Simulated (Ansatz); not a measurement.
Al2Cu (I4/mcm, No. 140) was calculated with rVV10 in Ansatz (plane waves, PAW).

Run with plane-wave cutoff 520 eV, 14×14×14 k mesh, Fermi–Dirac smearing 0.05 eV, no spin polarisation, scalar-relativistic PAW data made under PBE.

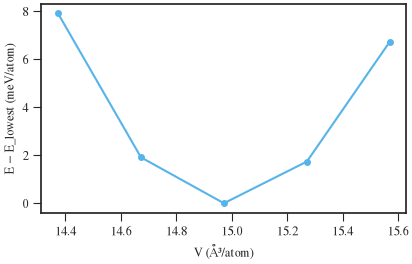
*Total energy against volume*

Task: From the curve, estimate the equilibrium volume and the bulk modulus.

Result: V0 ≈ 15.0 Å³/atom and B0 ≈ 97 GPa; the fit gives V0 = 14.974 Å³/atom, B0 = 97.5 GPa, B′ = 4.6.

Shape and atoms are relaxed at each volume.

Note: the bulk modulus comes from volumes at which shape and atoms were relaxed.

Ansatz is a first-principles code.
